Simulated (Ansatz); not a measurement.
# CH3Cl (chloromethane), step by step

Aim: a series of 28 runs (SC-NEVPT2(4,4)/cc-pVTZ, MP2/jorge-DZP, UMP2/jorge-DZP, UHF/jorge-DZP, MP2/jorge-TZP, UMP2/jorge-TZP, UHF/jorge-TZP, MP2/jorge-QZP, and more) of CH3Cl and its partners. The setting varied is the number of roots, walk f tol. 

Program for the calculation: Ansatz 0.2.0.

## (1) Starting point

CH3Cl: 5 atoms, total charge 0, spin state singlet. As SMILES, `CCl`. Geometry: relaxed at PBE0-D4/def2-TZVP.

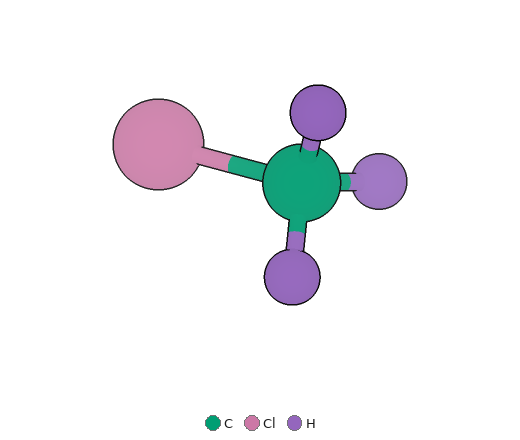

Viewed from a chosen angle; carbon teal, chlorine pink, hydrogen purple.

## (2) A single-point energy at SC-NEVPT2(4,4)/cc-pVTZ (run 1)

The input, in.yaml:

```yaml
crystal:
  periodic: [false, false, false]
  atoms:
    - {symbol: C, position_ang: [-0.120900, 0.010000, 0.051300]}
    - {symbol: Cl, position_ang: [1.469400, -0.290800, -0.672500]}
    - {symbol: H, position_ang: [-0.284800, -0.715400, 0.844700]}
    - {symbol: H, position_ang: [-0.880000, -0.097100, -0.720100]}
    - {symbol: H, position_ang: [-0.133800, 1.019700, 0.455100]}
basis:
  gaussian:
    orbitals: cc-pVTZ
correlation:
  method: sc_nevpt2
  active_space: {window: {electrons: 4, orbitals: 4}, states: [{multiplicity: 1, weights: [1]}]}
```

Launch:

```
$ ansatz run in.yaml --threads 1 --pin off --max-ram 3480MiB --events-out events.jsonl --progress --plain --runs-dir runs
```

Standard output:

```text
Warning: RAYON_NUM_THREADS=1 ignored (pool sized by the plan → 1); use --threads N
Functional definition: HF
  name "HF"
  exchange = exact_x
  correlation = 0
596 factors; integrals over basis functions are off by at most 1.1e-3 eV
mean field evaluation 1: about -13581.8872 eV, gradient 1.4e1 eV
mean field evaluation 2: about -13581.8871 eV, gradient 1.4e1 eV
mean field evaluation 4: about -13582.4940 eV, gradient 1.2e0 eV
mean field evaluation 8: about -13582.4989 eV, gradient 3.4e-5 eV
mean field -13582.49886739 eV, -499.1476268280 hartree, gradient 2.1e-6 eV, S^2 0.000000; 0 other end points of the search recorded, 0 dependent functions left out
reference -13582.49886739 eV, -499.1476268280 hartree; 13, 13 occupied and 93, 93 virtual orbitals, 596 factors
state -13583.47893173 eV, -499.1836435282 hartree
state -13583.47893173 eV, -499.1836435282 hartree; corrected -13592.46851460 eV, -499.5140046056 hartree
Total energy: -13592.46851460 eV, -499.5140046056 hartree
```

Run time: 3.6 s. Hardware: 1 thread of Arm Neoverse V2, shared host; peak memory 0.12 GiB.

## (3) The energy at SC-NEVPT2(4,4)/cc-pVTZ (2 states averaged) (run 2)

The input, job.yaml:

```yaml
crystal:
  periodic: [false, false, false]
  atoms:
    - {symbol: C, position_ang: [-0.120900, 0.010000, 0.051300]}
    - {symbol: Cl, position_ang: [1.469400, -0.290800, -0.672500]}
    - {symbol: H, position_ang: [-0.284800, -0.715400, 0.844700]}
    - {symbol: H, position_ang: [-0.880000, -0.097100, -0.720100]}
    - {symbol: H, position_ang: [-0.133800, 1.019700, 0.455100]}
basis:
  gaussian: {orbitals: cc-pVTZ}
correlation:
  method: sc_nevpt2
  active_space: {window: {electrons: 4, orbitals: 4}, states: [{multiplicity: 1, weights: [1, 1]}]}
```

Launch:

```
$ ansatz run job.yaml --threads 1 --pin off --max-ram 3480MiB --events-out events.jsonl --progress --plain --runs-dir runs
```

Standard output:

```text
Warning: RAYON_NUM_THREADS=1 ignored (pool sized by the plan → 1); use --threads N
[... 4 set-up lines as earlier in the session ...]
1327 factors; integrals over basis functions are off by at most 2.0e-7 eV
mean field evaluation 1: about -13581.8856 eV, gradient 1.4e1 eV
mean field evaluation 2: about -13581.8873 eV, gradient 1.4e1 eV
mean field evaluation 4: about -13582.4939 eV, gradient 1.2e0 eV
mean field evaluation 8: about -13582.4989 eV, gradient 3.3e-5 eV
mean field -13582.49889236 eV, -499.1476277459 hartree, gradient 1.9e-6 eV, S^2 0.000000; 0 other end points of the search recorded, 0 dependent functions left out
reference -13582.49889236 eV, -499.1476277459 hartree; 13, 13 occupied and 93, 93 virtual orbitals, 1327 factors
state -13582.86364315 eV, -499.1610320902 hartree
state -13574.78800467 eV, -498.8642578498 hartree
state -13582.86364315 eV, -499.1610320902 hartree; corrected -13592.55268251 eV, -499.5170977191 hartree
state -13574.78800467 eV, -498.8642578498 hartree; corrected -13584.68817738 eV, -499.2280824865 hartree
Total energy: -13588.62042995 eV, -499.3725901028 hartree
```

It took 18 s on 1 thread of Arm Neoverse V2, shared host; peak memory 0.21 GiB.

Runs 3 to 27 aren't shown in full; the table further down has their settings and results.

## (4) A structure relaxation at wB97X/def2-TZVP (run 28)

The input, run.yaml:

```yaml
crystal:
  periodic: [false, false, false]
  atoms:
    - symbol: C
      position_ang: [-0.059909, -0.054161, 0.118254]
    - symbol: Cl
      position_ang: [1.449434, -0.252000, -0.589187]
    - symbol: H
      position_ang: [-0.350798, -0.727686, 0.793800]
    - symbol: H
      position_ang: [-0.827102, -0.106985, -0.627610]
    - symbol: H
      position_ang: [-0.121964, 0.984318, 0.487358]
basis:
  gaussian: {orbitals: def2-TZVP}
hamiltonian: {xc: {name: wB97X}}
relax: {f_tol: 0.0003}
```

Launch:

```
$ ansatz run run.yaml --threads 1 --pin off --max-ram 3480MiB --events-out events.jsonl --progress --plain --runs-dir runs
```

Standard output:

```text
Warning: RAYON_NUM_THREADS=1 ignored (pool sized by the plan → 1); use --threads N
The last accepted step is kept in runs//last_step.txt (removed where the run ends without a failure and the disk answers)
Functional definition: wB97X
  name "wB97X"
  parameter omega = 0.3/bohr
  parameter cx = 0.157706
  parameter cx1 = 0.726479
  parameter cx2 = 1.04760
  parameter cx3 = -5.70635
  parameter cx4 = 13.2794
  parameter css1 = -4.33879
  parameter css2 = 18.2308
  parameter css3 = -31.7430
  parameter css4 = 17.2901
  parameter cos1 = 2.37031
  parameter cos2 = -11.3995
  parameter cos3 = 6.58405
  parameter cos4 = -3.78132
  exchange = spin_sum(e_x_unif_sr(omega)*poly(b97_u_x, 1 - cx, cx1, cx2, cx3, cx4)) + cx*exact_x_sr(omega)
      + exact_x_lr(omega)
  correlation = spin_sum(e_c_pw_same_spin*poly(b97_u_same, 1, css1, css2, css3, css4))
      + integral(e_c_pw_opposite_spin*poly(b97_u_opposite, 1, cos1, cos2, cos3, cos4))
575 factors; their error is unknown
155 factors; integrals over basis functions are off by at most 4.7e-6 eV
mean field evaluation 1: about -13607.6240 eV, gradient 2.2e1 eV
mean field evaluation 2: about -13608.2570 eV, gradient 1.4e1 eV
mean field evaluation 4: about -13608.6856 eV, gradient 4.5e-1 eV
mean field evaluation 8: about -13608.7045 eV, gradient 6.3e-3 eV
mean field -13608.70450616 eV, -500.1106662903 hartree, gradient 2.0e-5 eV, S^2 0.000000; 0 other end points of the search recorded, 0 dependent functions left out
the calculation of the forces begins
reference -13608.70448340 eV, -500.1106654539 hartree; 13, 13 occupied and 73, 73 virtual orbitals, 575 factors
relax step   1: F+E_penalty+E_count = -13608.70450616 eV  Δ(F+E_penalty+E_count) = +0.000e0 eV  max|allowed force component| = 4.032e0 eV/Å  Δτ_max = 0.0000 Å  (26 SCF iters, accepted)
these checks for a lower state are left out or cut short: starts, cluster_reference, orbital_swaps, neighbouring_geometries, increment
575 factors; their error is unknown
155 factors; integrals over basis functions are off by at most 4.9e-6 eV
mean field evaluation 16: about -13608.9923 eV, gradient 4.4e-2 eV
mean field -13609.00989350 eV, -500.1218890678 hartree, gradient 2.5e-5 eV, S^2 0.000000; 0 other end points of the search recorded, 0 dependent functions left out
the calculation of the forces begins
reference -13609.00987055 eV, -500.1218882244 hartree; 13, 13 occupied and 73, 73 virtual orbitals, 575 factors
relax step   2: F+E_penalty+E_count = -13609.00989350 eV  Δ(F+E_penalty+E_count) = -3.054e-1 eV  max|allowed force component| = 1.439e0 eV/Å  Δτ_max = 0.0555 Å  (32 SCF iters, accepted)
these checks for a lower state are left out or cut short: starts, cluster_reference, orbital_swaps, neighbouring_geometries, increment
575 factors; their error is unknown
155 factors; integrals over basis functions are off by at most 5.0e-6 eV
mean field -13609.06483868 eV, -500.1239082662 hartree, gradient 2.3e-5 eV, S^2 0.000000; 0 other end points of the search recorded, 0 dependent functions left out
the calculation of the forces begins
reference -13609.06481573 eV, -500.1239074225 hartree; 13, 13 occupied and 73, 73 virtual orbitals, 575 factors
relax step   3: F+E_penalty+E_count = -13609.06483868 eV  Δ(F+E_penalty+E_count) = -5.495e-2 eV  max|allowed force component| = 8.577e-1 eV/Å  Δτ_max = 0.0639 Å  (32 SCF iters, accepted)
these checks for a lower state are left out or cut short: starts, cluster_reference, orbital_swaps, neighbouring_geometries, increment
575 factors; their error is unknown
155 factors; integrals over basis functions are off by at most 5.0e-6 eV
mean field evaluation 32: about -13609.0785 eV, gradient 6.3e-5 eV
mean field -13609.07845852 eV, -500.1244087859 hartree, gradient 2.3e-5 eV, S^2 0.000000; 0 other end points of the search recorded, 0 dependent functions left out
the calculation of the forces begins
reference -13609.07843553 eV, -500.1244079410 hartree; 13, 13 occupied and 73, 73 virtual orbitals, 575 factors
relax step   4: F+E_penalty+E_count = -13609.07845852 eV  Δ(F+E_penalty+E_count) = -1.362e-2 eV  max|allowed force component| = 3.324e-2 eV/Å  Δτ_max = 0.0238 Å  (32 SCF iters, accepted)
these checks for a lower state are left out or cut short: starts, cluster_reference, orbital_swaps, neighbouring_geometries, increment
575 factors; their error is unknown
155 factors; integrals over basis functions are off by at most 5.0e-6 eV
mean field -13609.07848929 eV, -500.1244099167 hartree, gradient 2.3e-5 eV, S^2 0.000000; 0 other end points of the search recorded, 0 dependent functions left out
the calculation of the forces begins
reference -13609.07846630 eV, -500.1244090718 hartree; 13, 13 occupied and 73, 73 virtual orbitals, 575 factors
relax step   5: F+E_penalty+E_count = -13609.07848929 eV  Δ(F+E_penalty+E_count) = -3.077e-5 eV  max|allowed force component| = 1.431e-3 eV/Å  Δτ_max = 0.0012 Å  (34 SCF iters, accepted)
these checks for a lower state are left out or cut short: starts, cluster_reference, orbital_swaps, neighbouring_geometries, increment
575 factors; their error is unknown
155 factors; integrals over basis functions are off by at most 5.0e-6 eV
mean field -13609.07848947 eV, -500.1244099232 hartree, gradient 2.3e-5 eV, S^2 0.000000; 0 other end points of the search recorded, 0 dependent functions left out
the calculation of the forces begins
reference -13609.07846647 eV, -500.1244090782 hartree; 13, 13 occupied and 73, 73 virtual orbitals, 575 factors
relax step   6: F+E_penalty+E_count = -13609.07848947 eV  Δ(F+E_penalty+E_count) = -1.758e-7 eV  max|allowed force component| = 3.979e-5 eV/Å  Δτ_max = 0.0001 Å  (33 SCF iters, accepted)
575 factors; their error is unknown
155 factors; integrals over basis functions are off by at most 5.0e-6 eV
mean field evaluation 64: about -13609.0785 eV, gradient 9.8e-3 eV
mean field -13609.07848947 eV, -500.1244099232 hartree, gradient 2.3e-5 eV, S^2 0.000000; 1 other end points of the search recorded, 0 dependent functions left out
the calculation of the forces begins
reference -13609.07846647 eV, -500.1244090782 hartree; 13, 13 occupied and 73, 73 virtual orbitals, 575 factors
Total energy: -13609.07846647 eV, -500.1244090782 hartree
Atom 0 at    -0.114107    -0.008199     0.093298 Å, force     0.000014    -0.000040     0.000010 eV/Å
Atom 1 at     1.493488    -0.289494    -0.597872 Å, force     0.000010     0.000004    -0.000007 eV/Å
Atom 2 at    -0.298399    -0.754361     0.861122 Å, force    -0.000007     0.000008     0.000003 eV/Å
Atom 3 at    -0.853187    -0.093143    -0.698422 Å, force    -0.000005     0.000021     0.000004 eV/Å
Atom 4 at    -0.138135     0.988682     0.524490 Å, force    -0.000013     0.000007    -0.000010 eV/Å
Dipole moment:    -0.368567     0.064492     0.158460 e Å
```

It took 22 s on 1 thread of Arm Neoverse V2, shared host; peak memory 0.15 GiB.

Steps, from the record of the run:

```
step  energy from the first frame kept (eV)  largest force (eV/Å)
   1                                 0.0000                4.6255
   2                                -0.3054                1.8952
   3                                -0.3603                0.9326
   4                                -0.3740                0.0369
   5                                -0.3740                0.0020
   6                                -0.3740                0.0000
```

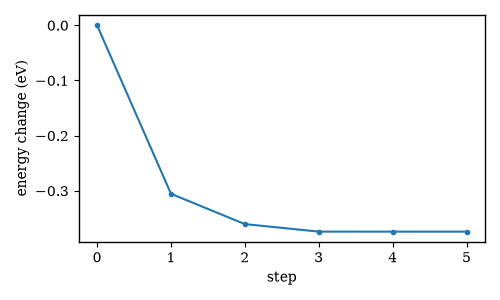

Energy along the run.

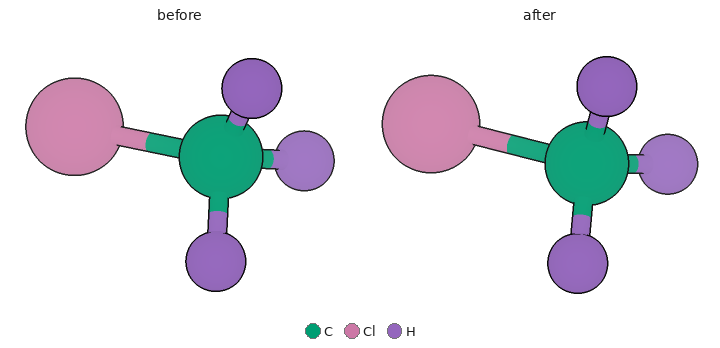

Before and after, at one scale.

After the run. Bond lengths: C1–Cl2 1.772 Å, C1–H3 1.086 Å, C1–H4 1.086 Å, C1–H5 1.086 Å. Angles: Cl2–C1–H3 108.7°, Cl2–C1–H4 108.7°, Cl2–C1–H5 108.7°, H3–C1–H4 110.2°, H3–C1–H5 110.2°, H4–C1–H5 110.2°.

## (5) The series

```
run                                       level  number of roots  walk f tol  partner            energy (Eh)  wall time
  1                      SC-NEVPT2(4,4)/cc-pVTZ                1           –     base            -499.514005      3.6 s
  2  SC-NEVPT2(4,4)/cc-pVTZ (2 states averaged)                2           –     base  -499.372590 (average)       18 s
  3  SC-NEVPT2(4,4)/cc-pVTZ (3 states averaged)                3           –     base  -499.334235 (average)       17 s
  4  SC-NEVPT2(4,4)/cc-pVTZ (4 states averaged)                4           –     base  -499.293350 (average)        9 s
  5  SC-NEVPT2(4,4)/cc-pVTZ (6 states averaged)                6           –     base  -499.212676 (average)      9.6 s
  6                               MP2/jorge-DZP                –           –     base            -499.416334     0.22 s
  7                              UMP2/jorge-DZP                –           –    atoms             -37.740818     0.06 s
  8                              UMP2/jorge-DZP                –           –    atoms            -459.591800      0.1 s
  9                               UHF/jorge-DZP                –           –    atoms              -0.499058     0.04 s
 10                               MP2/jorge-TZP                –           –     base            -499.516119     0.64 s
 11                              UMP2/jorge-TZP                –           –    atoms             -37.757169      0.1 s
 12                              UMP2/jorge-TZP                –           –    atoms            -459.641041     0.16 s
 13                               UHF/jorge-TZP                –           –    atoms              -0.499747     0.04 s
 14                               MP2/jorge-QZP                –           –     base            -499.556943      4.2 s
 15                              UMP2/jorge-QZP                –           –    atoms             -37.765229     0.24 s
 16                              UMP2/jorge-QZP                –           –    atoms            -459.662912     0.48 s
 17                               UHF/jorge-QZP                –           –    atoms              -0.499869     0.04 s
 18                               MP2/jorge-5ZP                –           –     base            -499.572424       25 s
 19                              UMP2/jorge-5ZP                –           –    atoms             -37.767495     0.93 s
 20                              UMP2/jorge-5ZP                –           –    atoms            -459.672171      1.5 s
 21                               UHF/jorge-5ZP                –           –    atoms              -0.499974     0.04 s
 22                             wB97X/def2-TZVP                –         0.3     base            -500.124408       16 s
 23                             wB97X/def2-TZVP                –         0.1     base            -500.124408       16 s
 24                             wB97X/def2-TZVP                –        0.03     base            -500.124409       19 s
 25                             wB97X/def2-TZVP                –        0.01     base            -500.124409       19 s
 26                             wB97X/def2-TZVP                –       0.003     base            -500.124409       19 s
 27                             wB97X/def2-TZVP                –       0.001     base            -500.124409       22 s
 28                             wB97X/def2-TZVP                –      0.0003     base            -500.124409       22 s
```

Convergence of the total energy of singlet CH3Cl with the basis set, against the last point:

```
basis set  from the last (mEh)  wall time
jorge-DZP             +156.090     0.22 s
jorge-TZP              +56.305     0.64 s
jorge-QZP              +15.481      4.2 s
jorge-5ZP               +0.000       25 s
```

Convergence of the correlation energy (6 core orbitals frozen) of singlet CH3Cl with the basis set, against the last point:

```
basis set  from the last (mEh)  wall time
jorge-DZP             +125.716     0.22 s
jorge-TZP              +43.936     0.64 s
jorge-QZP              +12.271      4.2 s
jorge-5ZP               +0.000       25 s
```

## (6) Summary of results

| quantity | value |
| --- | --- |
| run 28, wB97X/def2-TZVP: total energy at the end | -500.12441 Eh |
| run 28, wB97X/def2-TZVP: dipole moment | 1.95 D |

**Reading.** Rows marked as averages are means over several states, not the energy of one. All runs together took 3.7 min, the longest 25 s.
